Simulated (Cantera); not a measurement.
Charge: 1 mol Si3N4, 0.21 mol H2O, 23 mol N2, at 1600 Pa.

Method: chemical equilibrium by Gibbs-energy minimisation in Cantera with the NASA 1993 tables (ideal gas, pure condensed phases). Candidate condensed phases: H2O, Si, SiO2, Si2N2O, Si3N4; 35 gas species. Mutual solubility and eutectic melting of coexisting phases are not modelled. The tables' values for SiN are old estimates; treat these amounts as uncertain. The numbers say what is thermodynamically allowed, not how fast it happens.

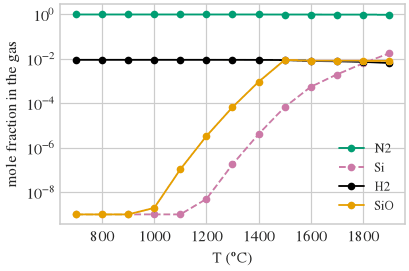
Equilibrium gas composition (values under 1e-9 drawn at 1e-9)

Question: Read off the mole fractions at 1500 °C.

Answer: N2 about 0.98, SiO about 0.0089, H2 about 0.0088, Si about 6.7e-5.
